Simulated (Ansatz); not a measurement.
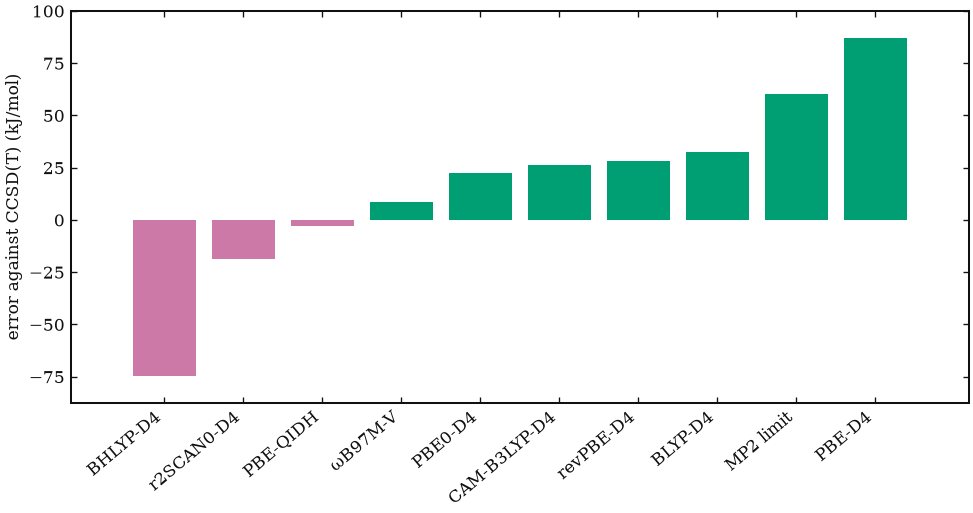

Error in the electronic atomisation energy (method less reference, so positive means overbinding) of CHF₂, SMILES F[CH]F, doublet: functionals in def2-TZVPP against frozen-core CCSD(T) at the limit (MP2 extrapolated from triple and quadruple zeta, plus CCSD(T) less MP2 in a smaller set), which gives 1371.9 kJ/mol, at a PBE0-D4/def2-TZVP geometry (a minimum by its frequencies), no zero-point or spin-orbit term, the Ansatz code. The reference leaves out core correlation, a term that grows with the number of heavy atoms. PBE-QIDH holds a correlation term that converges slowly with the basis, so part of the distance to the limit is basis error. No dispersion term is added to PBE-QIDH. Limit means the basis limit.

### Which of these levels overbind, and which underbind?

Overbind: PBE0-D4, CAM-B3LYP-D4, revPBE-D4, BLYP-D4, MP2 limit and PBE-D4. Underbind: BHLYP-D4 and r2SCAN0-D4. Within 15 kJ/mol of zero, too close to call in view of what the reference leaves out: PBE-QIDH and ωB97M-V.

### What range do the values span?

From −74.6 kJ/mol (BHLYP-D4) to 87.2 kJ/mol (PBE-D4).
